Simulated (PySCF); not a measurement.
# PBE/STO-3G run of SOF2 (thionyl fluoride)

Aim: the vertical ionisation energy of SOF2 (thionyl fluoride) at PBE/STO-3G, from 2 runs. Input form: a Python script.

The results are computed with PySCF 2.14.0.

13 further runs of the same task are left out: 4 that didn't finish, 9 set aside as unsound or not needed.

## (1) The molecule

SOF2 has 4 atoms, charge 0, and is taken as a singlet. SMILES: `O=S(F)F`. The coordinates come from a PBE0-D4/def2-TZVP relaxation.

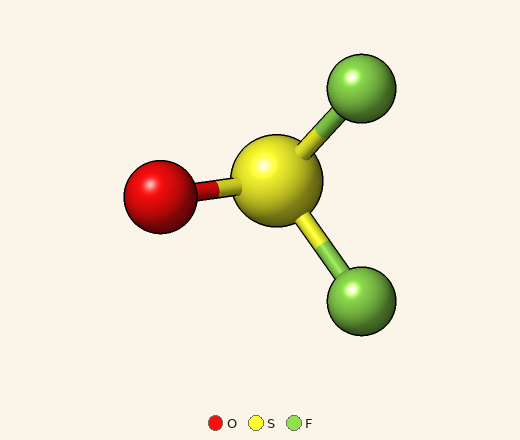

Viewed from a chosen angle; oxygen red, sulfur yellow, fluorine green.

## (2) The energy at PBE/STO-3G

File input.py:

```python
from pyscf import gto, dft

system = gto.M(
    atom=[
    ('O', (0.932400, 0.066600, -1.017800)),
    ('S', (-0.151300, -0.426200, -0.245700)),
    ('F', (-1.124400, 0.804200, 0.000400)),
    ('F', (0.343300, -0.444600, 1.263100)),
],
    charge=0,
    basis='sto-3g',
    verbose=3,
    max_memory=1860,
)

calc0 = dft.RKS(system)
calc0.xc = 'pbe'
calc0.grids.level = 5
calc0.conv_tol = 1e-10
calc0.kernel()
if not calc0.converged:
    calc0 = calc0.newton().run(calc0.mo_coeff, calc0.mo_occ)

energy = calc0.e_tot
print(f'total energy: {energy:.8f} hartree')
```

Started as:

```sh
OMP_NUM_THREADS=1 python input.py
```

The program printed:

```text
converged SCF energy = -664.086181158675
total energy: -664.08618116 hartree
```

It took 3 s on 1 thread of Arm Neoverse V2, shared host; peak memory 0.22 GiB.

## (3) The doublet cation, same level

File job.py:

```python
from pyscf import gto, dft

system = gto.Mole()
system.atom = '''
O      0.932400     0.066600    -1.017800
S     -0.151300    -0.426200    -0.245700
F     -1.124400     0.804200     0.000400
F      0.343300    -0.444600     1.263100
'''
system.spin = 1
system.max_memory = 1860
system.charge = 1
system.verbose = 3
system.basis = 'sto-3g'
system.build()

mf = dft.UKS(system)
mf.xc = 'pbe'
mf.grids.level = 5
mf.conv_tol = 1e-10
mf.kernel()
if not mf.converged:
    mf = mf.newton().run(mf.mo_coeff, mf.mo_occ)

etot = mf.e_tot
print(f'total energy: {etot:.8f} hartree')
```

Started as:

```sh
OMP_NUM_THREADS=1 python job.py
```

The program printed:

```text
converged SCF energy = -663.827338389182  <S^2> = 0.75405599  2S+1 = 2.0040519
total energy: -663.82733839 hartree
```

Wall time 5.4 s (1 thread of Arm Neoverse V2, shared host); peak memory 0.23 GiB.

## (4) Summary of results

At PBE/STO-3G:

| quantity | value |
| --- | --- |
| singlet SOF2: total energy | -664.08618 Eh |
| singlet SOF2: dipole moment | 1.54 D |
| singlet SOF2: HOMO energy | -1.79 eV |
| singlet SOF2: LUMO energy | 3.82 eV |
| singlet SOF2: HOMO–LUMO gap | 5.60 eV |
| doublet cation: total energy | -663.82734 Eh |
| doublet cation: HOMO energy (highest over α and β) | -13.39 eV |
| doublet cation: LUMO energy (lowest over α and β) | -12.21 eV |
| doublet cation: ⟨S²⟩ | 0.754 |
| vertical ionisation energy (to the doublet cation) | 7.043 eV |

What this shows: The vertical ionisation energy comes to 7.04 eV (680 kJ/mol). The negative HOMO energy of the first species, 1.79 eV, lies 5.26 eV below that difference. In a minimal basis such a difference can be off by several eV, whatever the method. Mulliken charges (doublet cation) run from -0.13 on O1 to +1.10 on S2.
